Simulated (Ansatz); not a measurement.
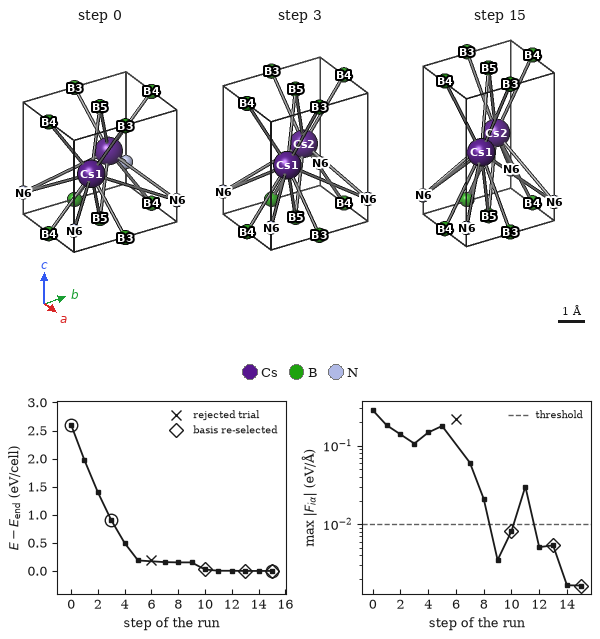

Frames of a relaxation of crystalline Cs$_{2}$B$_{3}$N (a generated structure, set up in P6mm), marked on the history of the run. Style: ball-and-stick. Shown: the cell of the calculation, slightly off an axis.

These are results of Ansatz, DFT PBE, scalar-relativistic, plane waves, PAW, not measurements. Set-up: plane-wave cutoff 420 eV; k-point mesh 6 × 6 × 8; occupations gaussian; smearing width 0.1 eV; collinear spin; cell and atoms relaxed; force threshold 0.01 eV/Å; at most 80 steps.

> What happens along the run?

The energy falls by 2.603 eV per cell of the calculation in 11 accepted moves (15 points after the start). The largest force component goes from 0.28 to 0.0017 eV/Å. Pressure: 3.49 GPa at the start and 0.00 GPa at the end. The line search rejected the trial step at point 6 of the run. The SCF was repeated 3 times at an unchanged geometry on a basis and grid sized afresh for the cell, which shifted the energy by 0.126 eV per cell of the calculation at most. N6 moves most relative to the cell: 0.39 Å along −c. Largest moves by element: N 0.39 Å, B 0.09 Å, Cs 0.06 Å. The volume changes by −4.0 %, with a = b 6.027 → 5.135 Å (−14.8 %), c 4.451 → 5.883 Å (+32.2 %). Some distances before and after: Cs1–Cs2 3.480 → 2.965 Å, Cs1–B3 2.821 → 3.322 Å, Cs1–B3 (another image) 2.829 → 3.266 Å, Cs1–N6 3.733 → 3.712 Å. Among the angles between lasting bonds that change: Cs1–N6–Cs2 137.6° → 106.0°, Cs1–B4–Cs1 104.0° → 126.5°, Cs1–N6–Cs1 107.7° → 87.5°. The space group stays P6mm (No. 183). The program noted that the starting moments weren't kept. From step 0 to 3: N6 moves most (0.09 Å), volume +1.7 %, energy −1.698 eV per cell of the calculation. From step 3 to 15: N6 moves most (0.29 Å), volume −5.7 %, energy −0.905 eV per cell of the calculation.

```tsv
step	E − E(0), meV/atom	largest force component, eV/Å	pressure, GPa	volume, Å³/atom	note
0	0.00	0.2827	3.49	23.336	
1	-105.13	0.1820	1.79	24.078	
2	-200.25	0.1392	0.61	24.202	
3	-283.05	0.1062	-0.13	23.736	
4	-350.99	0.1470	-0.04	22.614	
5	-402.62	0.1778	0.64	21.381	
6	-401.71	0.2151	0.81	21.143	rejected
7	-407.62	0.0608	0.53	21.400	
8	-408.45	0.0210	-0.02	21.790	
9	-408.48	0.0035	0.00	21.779	
10	-429.50	0.0081	0.70	21.779	same geometry, new basis
11	-433.23	0.0301	0.07	22.302	
12	-433.30	0.0051	-0.01	22.374	
13	-433.81	0.0054	0.02	22.374	same geometry, new basis
14	-433.80	0.0017	0.00	22.392	
15	-433.81	0.0017	0.00	22.392	same geometry, new basis
```
